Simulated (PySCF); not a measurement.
## Two runs on C6H5FS

System: C6H5FS (2-fluorothiophenol), SMILES Fc1ccccc1S.
Method of run A: GIAO PBE0/pcSseg-1 NMR shielding, non-relativistic, IEF-PCM chloroform (PySCF 2.14.0).

The geometry comes from this level: PBE0-D3(BJ)/def2-SVP. Text and figures count atoms from 1; the logs count them from 0 in places.

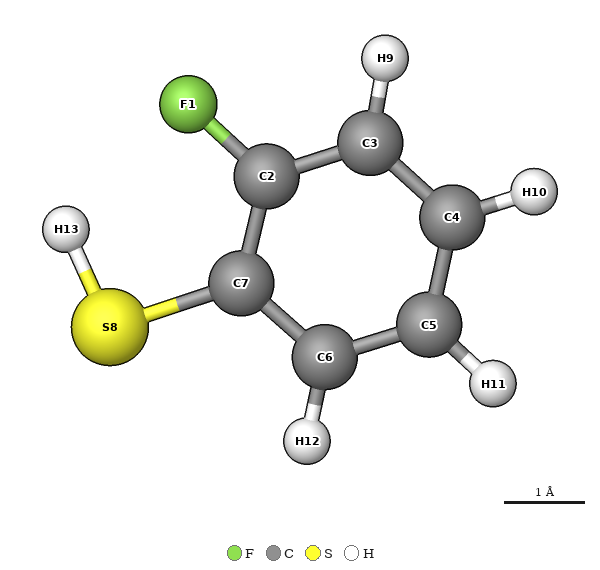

The structure (ball-and-stick view, seen on its broad side; atoms are numbered from 1 in the order of the input).

### The input, run A
```
{"job": {"kind": "nmr", "xc": "PBE0", "basis": "pcSseg-1", "solvent": "chloroform", "pop": false}, "charge": 0, "multiplicity": 1}
F      1.088449     2.199568     0.182139
C      0.422489     1.039622     0.158632
C     -0.643718     0.857521     1.026348
C     -1.342275    -0.348039     1.009761
C     -0.959616    -1.355198     0.124876
C      0.114677    -1.160732    -0.738685
C      0.826534     0.044987    -0.737925
S      2.170096     0.268007    -1.854202
H     -0.910337     1.670749     1.704049
H     -2.183714    -0.497200     1.689214
H     -1.499619    -2.304149     0.105458
H      0.414740    -1.953196    -1.428566
H      2.532638     1.480889    -1.390654
```

The first line tells a small driver script what to run in PySCF; the rest is the geometry in Å.

Command:
```bash
OMP_NUM_THREADS=1 python <driver script> task.json out
```

Hardware: 1 CPU thread, shared host.

### Output (run A)
```
coarse grid: 12328 points
cycle   1  E = -729.0140080092  dE =  1.365e+00  |g| = 4.763e-01  |ddm| = 3.710e+00
cycle   2  E = -728.9791991125  dE =  3.481e-02  |g| = 6.414e-01  |ddm| = 9.349e-01
cycle   3  E = -729.0598764511  dE = -8.068e-02  |g| = 8.276e-02  |ddm| = 5.634e-01
cycle   4  E = -729.0614513953  dE = -1.575e-03  |g| = 3.478e-02  |ddm| = 1.109e-01
cycle   5  E = -729.0617508258  dE = -2.994e-04  |g| = 9.130e-03  |ddm| = 3.956e-02
cycle   6  E = -729.0617685378  dE = -1.771e-05  |g| = 2.572e-03  |ddm| = 9.654e-03
cycle   7  E = -729.0617699417  dE = -1.404e-06  |g| = 9.379e-04  |ddm| = 2.874e-03
final grid: 117464 points
cycle   8  E = -729.1180071209  dE = -2.738e-05  |g| = 8.125e-03  |ddm| = 4.025e-02
cycle   9  E = -729.1179987422  dE =  8.379e-06  |g| = 1.026e-02  |ddm| = 1.892e-02
cycle  10  E = -729.1180241242  dE = -2.538e-05  |g| = 1.096e-03  |ddm| = 1.045e-02
cycle  11  E = -729.1180243055  dE = -1.813e-07  |g| = 2.038e-04  |ddm| = 1.068e-03
cycle  12  E = -729.1180243124  dE = -6.953e-09  |g| = 4.988e-05  |ddm| = 1.957e-04
cycle  13  E = -729.1180243129  dE = -4.213e-10  |g| = 2.922e-05  |ddm| = 7.406e-05
converged SCF energy = -729.1180243129

GIAO shielding tensors (ppm)
atom      isotropic    diamagn.    paramagn.     s11        s22        s33       span
  0 F      299.194     477.425    -178.231    232.831    291.674    373.077    140.245
  1 C       20.951     250.375    -229.424    -63.326     37.619     88.560    151.887
  2 C       63.699     256.001    -192.303    -22.773     47.305    166.564    189.337
  3 C       53.291     254.140    -200.848    -48.849     35.744    172.978    221.826
  4 C       54.066     253.447    -199.380    -54.138     40.111    176.226    230.364
  5 C       50.799     250.898    -200.099    -50.925     39.843    163.478    214.403
  6 C       56.176     263.598    -207.421    -16.024     33.940    150.614    166.638
  7 S      578.170    1054.278    -476.108    368.597    588.653    777.259    408.662
  8 H       23.930      29.690      -5.760     20.170     24.491     27.129      6.958
  9 H       23.961      29.776      -5.815     20.521     25.228     26.133      5.612
 10 H       23.910      29.713      -5.803     20.470     24.959     26.301      5.832
 11 H       23.752      30.391      -6.639     19.256     23.334     28.665      9.410
 12 H       26.409      28.259      -1.851     17.753     27.201     34.271     16.517
```

For run B the input was changed thus:
```diff
-"solvent": "chloroform"
-"pop": false
+"solvent": "acetone"
+"pop": true
```

Predict how the results change.

The total energy of run B is 1.0 kcal/mol lower: the change of the electrostatic solvation energy at this fixed geometry, without cavity or dispersion terms. The dipole moment goes from 1.54 to 1.62 D. Of all shieldings, the largest change is that of S8, by +2.8 ppm. The number of SCF iterations is the same.

### Output (run B)
```
coarse grid: 12328 points
cycle   1  E = -729.0160589686  dE =  1.363e+00  |g| = 4.743e-01  |ddm| = 3.710e+00
cycle   2  E = -728.9830648998  dE =  3.299e-02  |g| = 6.353e-01  |ddm| = 9.254e-01
cycle   3  E = -729.0617722040  dE = -7.871e-02  |g| = 7.797e-02  |ddm| = 5.477e-01
cycle   4  E = -729.0631440305  dE = -1.372e-03  |g| = 3.294e-02  |ddm| = 1.014e-01
cycle   5  E = -729.0634132651  dE = -2.692e-04  |g| = 8.657e-03  |ddm| = 3.672e-02
cycle   6  E = -729.0634294093  dE = -1.614e-05  |g| = 2.430e-03  |ddm| = 8.991e-03
cycle   7  E = -729.0634306683  dE = -1.259e-06  |g| = 8.350e-04  |ddm| = 2.633e-03
final grid: 117464 points
cycle   8  E = -729.1196583438  dE = -2.787e-05  |g| = 7.999e-03  |ddm| = 4.049e-02
cycle   9  E = -729.1196513210  dE =  7.023e-06  |g| = 9.921e-03  |ddm| = 1.816e-02
cycle  10  E = -729.1196748118  dE = -2.349e-05  |g| = 1.081e-03  |ddm| = 9.876e-03
cycle  11  E = -729.1196749838  dE = -1.720e-07  |g| = 1.946e-04  |ddm| = 1.047e-03
cycle  12  E = -729.1196749898  dE = -6.005e-09  |g| = 4.625e-05  |ddm| = 1.822e-04
cycle  13  E = -729.1196749902  dE = -3.442e-10  |g| = 2.777e-05  |ddm| = 6.835e-05
converged SCF energy = -729.1196749902

GIAO shielding tensors (ppm)
atom      isotropic    diamagn.    paramagn.     s11        s22        s33       span
  0 F      299.500     477.469    -177.969    233.252    291.890    373.360    140.108
  1 C       20.938     250.402    -229.463    -63.421     37.871     88.366    151.787
  2 C       63.502     255.931    -192.429    -22.911     46.544    166.872    189.784
  3 C       52.884     254.095    -201.211    -49.294     34.593    173.353    222.647
  4 C       53.774     253.396    -199.622    -54.445     39.130    176.635    231.080
  5 C       50.612     250.832    -200.220    -51.030     39.108    163.757    214.788
  6 C       56.532     263.727    -207.194    -15.794     34.799    150.592    166.385
  7 S      580.948    1054.338    -473.390    372.664    589.766    780.415    407.751
  8 H       23.851      29.609      -5.758     20.067     24.430     27.056      6.989
  9 H       23.877      29.722      -5.845     20.424     25.161     26.047      5.623
 10 H       23.832      29.668      -5.836     20.374     24.900     26.221      5.846
 11 H       23.682      30.351      -6.669     19.162     23.287     28.596      9.434
 12 H       26.268      28.121      -1.854     17.597     26.975     34.232     16.635
```

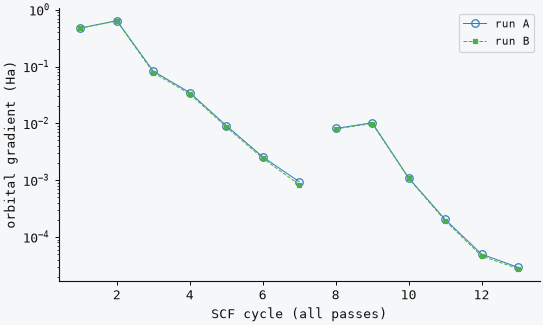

Convergence of the two runs: orbital gradient against the SCF cycle. A break in a curve parts two SCF passes (coarse and final grid). Run A takes 13 cycles in all, and run B takes 13.

### The two runs side by side

```tsv
quantity	run A	run B
outcome	converged	converged
total energy (hartree)	−729.118024	−729.119675
HOMO (eV)	−6.53	−6.55
LUMO (eV)	−0.59	−0.59
dipole moment (D)	1.54	1.62
shielding of F1 (ppm)	299.2	299.5
shielding of C3 (ppm)	63.7	63.5
shielding of C4 (ppm)	53.3	52.9
shielding of C5 (ppm)	54.1	53.8
shielding of C6 (ppm)	50.8	50.6
shielding of C7 (ppm)	56.2	56.5
shielding of S8 (ppm)	578.2	580.9
SCF iterations	13	13
basis functions	168	168
wall time (shared host)	28 s	31 s
```
